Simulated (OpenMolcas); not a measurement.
**How methods differ on AlCl (SMILES [Al][Cl])**

AlCl has 2 atoms, charge 0, and is taken as a singlet. As SMILES, `[Al][Cl]`. The bond length is the measured one.

```
atom   x (Å)   y (Å)   z (Å)
  Al  0.0000  0.0000  0.0000
  Cl  0.0000  0.0000  2.1301
```

Quantity: the energy change with the Al1–Cl2 bond stretched from 2.130 to 3.728 Å, in eV. The values are calculated.

| level | kind | program | value (eV) | less FCI/STO-3G | CPU time (all runs) |
| --- | --- | --- | --- | --- | --- |
| HF/STO-3G (restricted) | Hartree–Fock | OpenMolcas | 3.96 | -0.02 | 3 s |
| SVWN5/STO-3G (restricted) | LDA | OpenMolcas | 4.23 | +0.25 | 6.6 s |
| PBE/STO-3G (restricted) | GGA | OpenMolcas | 3.92 | -0.06 | 8.7 s |
| r2SCAN/STO-3G (restricted) | meta-GGA | OpenMolcas | 3.98 | 0.00 | 7.3 s |
| PBE0/STO-3G (restricted) | global hybrid | OpenMolcas | 4.13 | +0.15 | 5.9 s |
| B2PLYP/STO-3G (restricted) | double hybrid | OpenMolcas | 4.08 | +0.10 | 5.3 s |
| MP2/STO-3G (restricted) | perturbation theory | OpenMolcas | 4.03 | +0.05 | 3.5 s |
| ACPF/STO-3G (restricted) | coupled cluster or CI | OpenMolcas | 3.96 | -0.02 | 3.8 s |
| FCI/STO-3G | exact in the basis | OpenMolcas | 3.98 | 0.00 | 4.4 s |

FCI/STO-3G is exact within its basis and frozen core, so for wave-function methods in that basis the difference is their error; functionals converge differently with the basis, so for them it is only a difference. The first shape isn't each level's own minimum. The values span 3.92 to 4.23 eV. All rows use very small basis sets, so even the best lies far from the true value. Times are those of the runs behind each value, whatever else they computed, on shared processors of several kinds: orders of magnitude only.

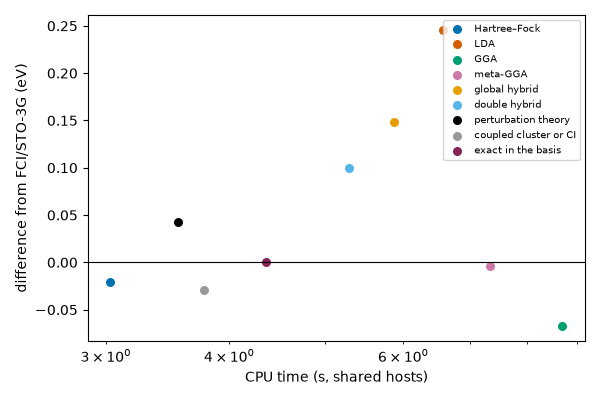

Difference from FCI/STO-3G against processor time, one point a level.
